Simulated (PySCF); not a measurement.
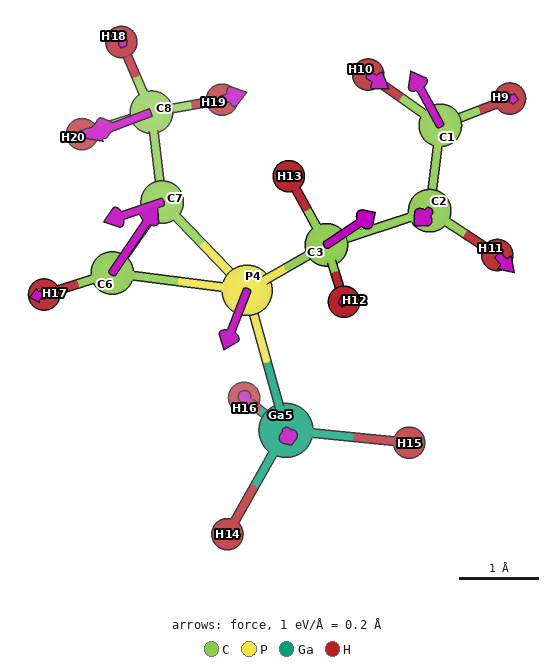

Starting geometry of C6H12GaP with the computed forces as purple arrows. A ball-and-stick model, seen at a tilt.

The start comes from UFF. Its atoms were then displaced at random by about 0.03 Å.

Computed with PBE0-D3(BJ)/def2-SVP geometry optimisation, gas phase (PySCF 2.14.0, density-fitted response routines). 

What follows when this structure is relaxed?

Answer. It isn't relaxed: the largest force vector, on C6, is 6.46 eV/Å. The final displacements have little in common with the starting forces (cosine between the two patterns 0.08). The atom that moves furthest after the best rigid fit is H10 (1.61 Å). Largest moves by element: H 1.61 Å, C 0.77 Å, Ga 0.50 Å, P 0.34 Å. Some distances before and after: C3–P4 1.663 → 1.863 Å, C6–C7 1.460 → 1.314 Å, C8–H20 1.228 → 1.099 Å, P4–Ga5 2.355 → 2.482 Å. Among the angles between lasting bonds that change: Ga5–P4–C6 113.0° → 130.7°, Ga5–P4–C7 112.5° → 124.6°, P4–Ga5–H15 106.2° → 94.7°. Groups turn about C7–C8 by about 55°, C2–C3 by about 40°, C3–P4 by about 30°. Over 30 geometry steps the energy falls by 194.2 kJ/mol. The run took 11 min on 1 thread of Arm Neoverse V2, on a shared host.
